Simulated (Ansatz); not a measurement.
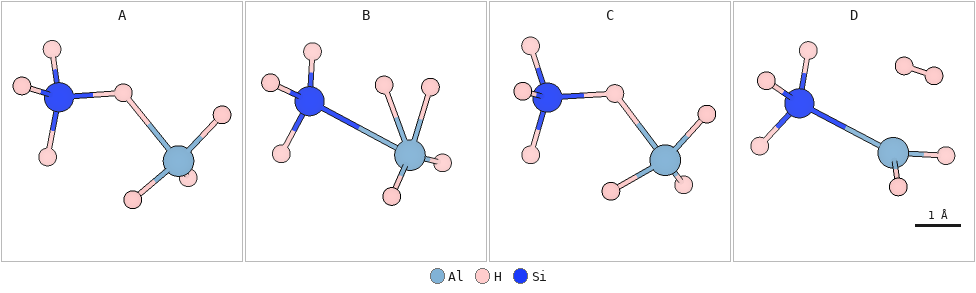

4 geometries from a converged minimum-energy path of AlSiH7, shuffled. A ball-and-stick model, seen from a free direction.

The calculation used RKS PBE0-D4/6-31G* in Ansatz 0.2.0. Set-up: 5 movable images; climbing image; force threshold 0.05 eV/Å; iteration limit 60; starting path through a guess of the saddle point.

Q: Which frame is the transition state?

A: B. In order along the path, whose images run from 0 to 6: C (image 0, 0.0 kJ/mol), A (image 1, +0.8 kJ/mol), B (image 3, +111.4 kJ/mol), D (image 5, +21.7 kJ/mol). Breaking: Al–H (1.60 → 2.24 Å), H–Si (1.52 → 3.16 Å). Forming: Al–Si (3.09 → 2.46 Å), H–H (2.57 → 0.75 Å).

The run took 3.3 min on 1 thread of Arm Neoverse V1 (shared host), peak memory 0.1 GiB.
